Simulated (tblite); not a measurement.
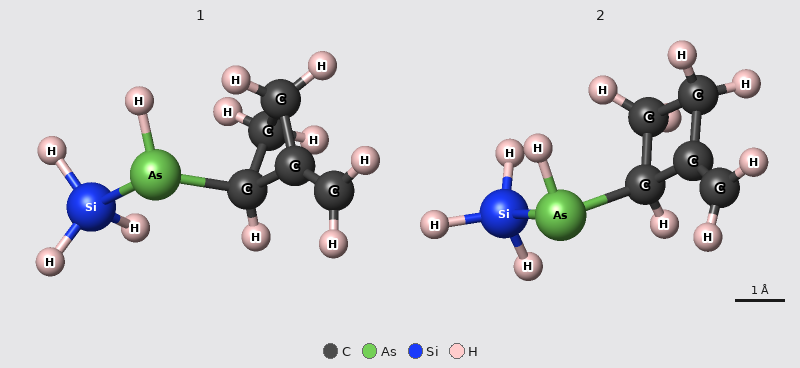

Two geometries of C₅H₁₁AsSi, drawn at one scale. One is the start of a relaxation, the other its converged end. Style: ball-and-stick. Shown at a tilt.

The calculation used GFN2-xTB geometry optimisation, gas phase (tblite 0.8.0). 

Q: Which geometry has the lower energy?

A: Structure 2 is the relaxed one. The energy falls by 1.127 eV in 190 geometry steps. The atom that moves furthest after the best rigid fit is an H atom (1.25 Å). By element the largest moves are H 1.25 Å, As 0.86 Å, C 0.50 Å, Si 0.30 Å. Some distances before and after: As–C 3.006 → 3.775 Å, As–H 1.573 → 1.509 Å, C–H 1.136 → 1.089 Å, C–C 1.513 → 1.539 Å. Bond angles that change, for instance: C–As–H 112.7° → 94.4°, C–C–As 107.0° → 119.0°, Si–As–H 105.4° → 93.4°. Groups turn about As–Si by about 60°, C–C by about 40°, C–C by about 35°. Cost: 2.6 s on 1 thread of Arm Neoverse N1, on a shared host.
